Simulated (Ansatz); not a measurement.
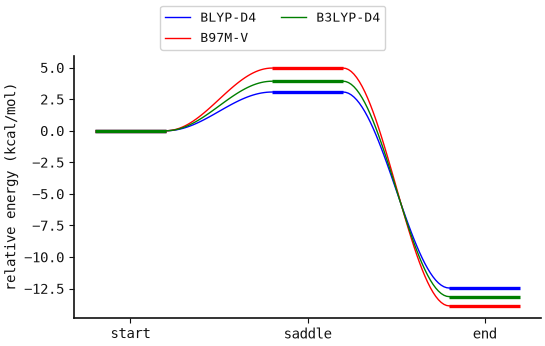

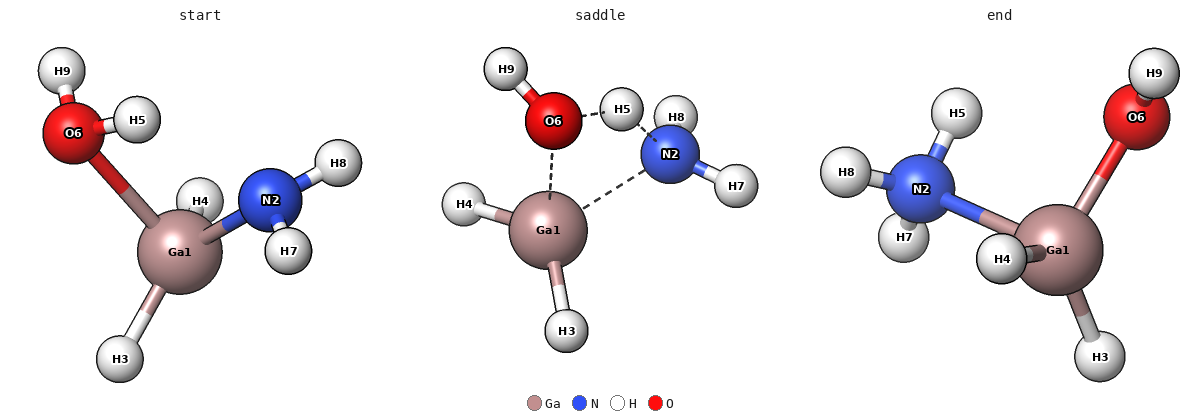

One elementary step of GaNH₆O, singlet: start, first-order saddle point (changing pairs dashed) and end. Electronic energies at PBE0-D4/def2-TZVP geometries, energies in def2-TZVPP, the Ansatz code 0.2.0; cores frozen in correlated methods, no zero-point terms. Start and end are the structures at the ends of the path (complexes, where there are several molecules). On heavy atoms the filled d shell below the valence is correlated. Lines between the levels only guide the eye.

In the step N2–H5 (1.95 → 1.37 → 1.02 Å) forms; H5–O6 (0.99 → 1.16 → 2.41 Å) breaks; Ga1–O6 (2.18 → 2.03 → 1.84 Å) shortens; Ga1–N2 (1.89 → 1.98 → 2.14 Å) lengthens (lengths at start, saddle and end; changes of bond order aren't listed).

Question: Is the step uphill or downhill with BLYP-D4?

Answer: Downhill by 12.5 kcal/mol in electronic energy, over a barrier of 3.1 kcal/mol.

Question: Give the barriers and step energies (kcal/mol).

Answer:
| level | barrier | reverse barrier | step energy |
| --- | --- | --- | --- |
| BLYP-D4 | 3.1 | 15.5 | −12.5 |
| B97M-V | 5.0 | 18.8 | −13.9 |
| B3LYP-D4 | 3.9 | 17.1 | −13.1 |

Limits of at least one run: no scalar relativity up to krypton.
